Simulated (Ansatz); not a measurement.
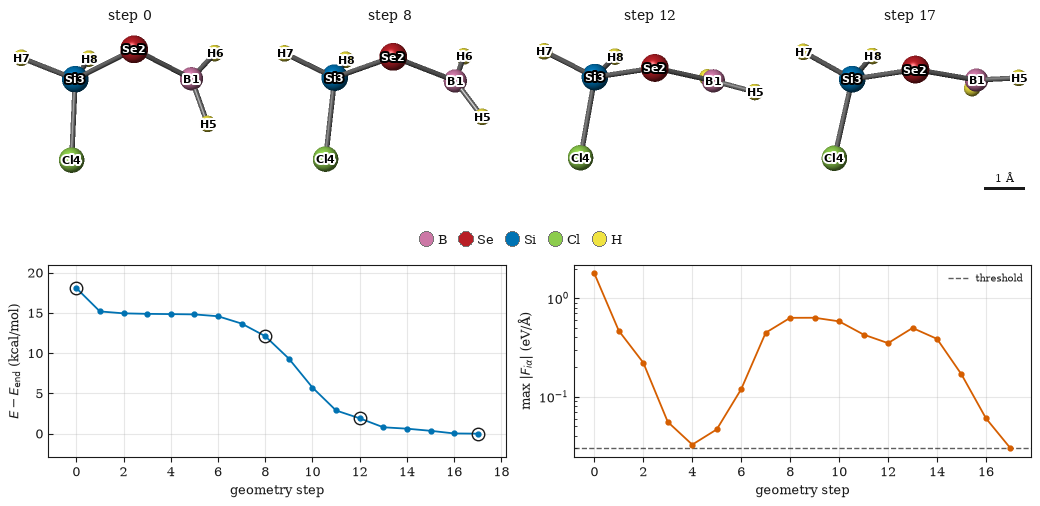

Frames of a relaxation of BSiH₄SeCl (coarse preliminary run), marked on the history of the run. The picture is a ball-and-stick view, seen face on.

The start comes from a force field.

Computed with Ansatz 0.2.0, RKS PBE-D4/def2-SVP.

Input file:
```yaml
crystal:
  periodic: [false, false, false]
  atoms:
    - {symbol: B, position_ang: [-0.636300, 1.544600, -0.229300]}
    - {symbol: Se, position_ang: [1.214300, 1.061500, 0.147100]}
    - {symbol: Si, position_ang: [0.583000, -1.129100, 0.292500]}
    - {symbol: Cl, position_ang: [0.073000, -1.820800, -1.572200]}
    - {symbol: H, position_ang: [-1.074100, 1.597800, -1.372900]}
    - {symbol: H, position_ang: [-1.419500, 1.862100, 0.645900]}
    - {symbol: H, position_ang: [1.796700, -1.916900, 0.766700]}
    - {symbol: H, position_ang: [-0.444900, -1.256300, 1.266300]}
basis:
  gaussian: {orbitals: def2-SVP}
hamiltonian: {xc: pbe, dispersion: d4}
relax: {f_tol: 0.03, max_steps: 200}
```

Run as
```bash
ansatz run in.yaml --threads 4 --pin off --events-out ev --progress --plain --max-ram 10444MiB
```

**What happens along the run?**

After 17 geometry steps the energy has fallen by 18.1 kcal/mol. The largest force component goes from 1.8 to 0.03 eV/Å. The atom that moves furthest after the best rigid fit is H5 (1.48 Å). Largest moves by element: H 1.48 Å, Cl 0.60 Å, Se 0.52 Å, B 0.14 Å, Si 0.08 Å. Some distances before and after: Si3–H8 1.422 → 1.497 Å, B1–Se2 1.949 → 1.921 Å, Se2–Si3 2.284 → 2.312 Å, Si3–Cl4 2.053 → 2.079 Å. Bond angles that change, for instance: B1–Se2–Si3 89.3° → 97.6°, H5–B1–H6 115.5° → 123.0°, Se2–B1–H5 122.0° → 115.9°. Groups turn about B1–Se2 by about 90°. Cost: 22 s on 4 threads of Arm Neoverse V1, with other jobs on the host. From step 0 to 8: H5 moves most (0.52 Å), energy −5.98 kcal/mol. From step 8 to 12: H atoms move most (0.69 Å), energy −10.2 kcal/mol. From step 12 to 17: H atoms move most (0.32 Å), energy −1.91 kcal/mol.
